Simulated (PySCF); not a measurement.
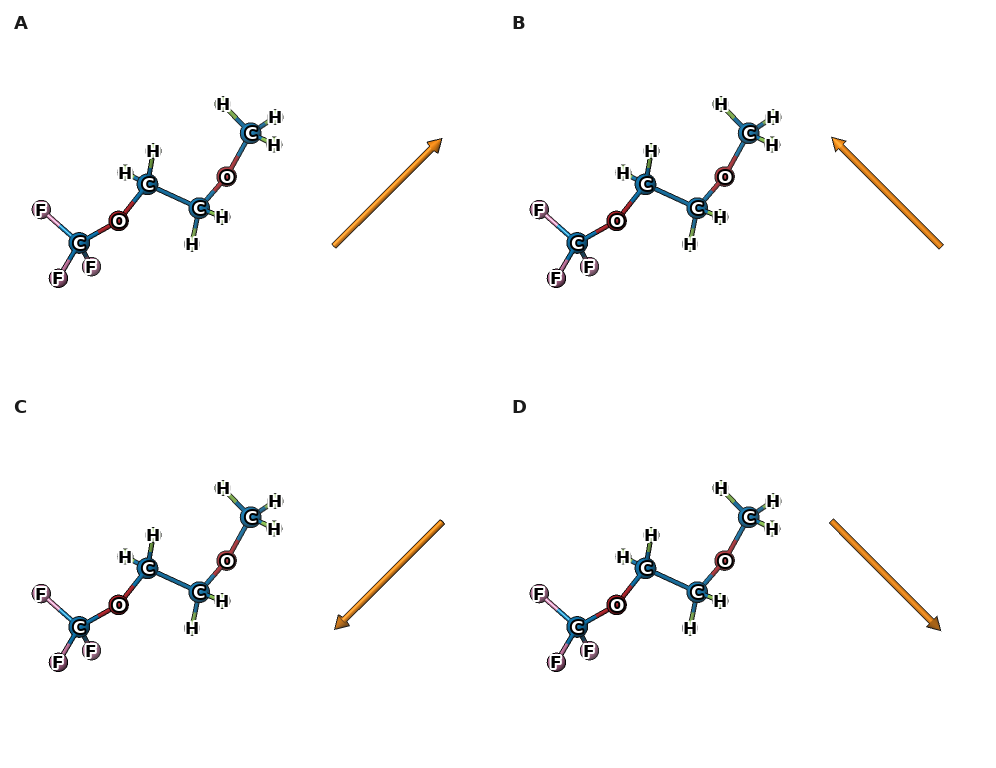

The same molecule four times, each with an arrow. Geometry: an image of a reaction path computed with GFN2-xTB, not a minimum. Method: PBE0/pcSseg-1, gas phase (PySCF 2.14.0).

Which arrow points along the dipole moment, from the negative to the positive end?

A. The dipole moment is 3.12 D.
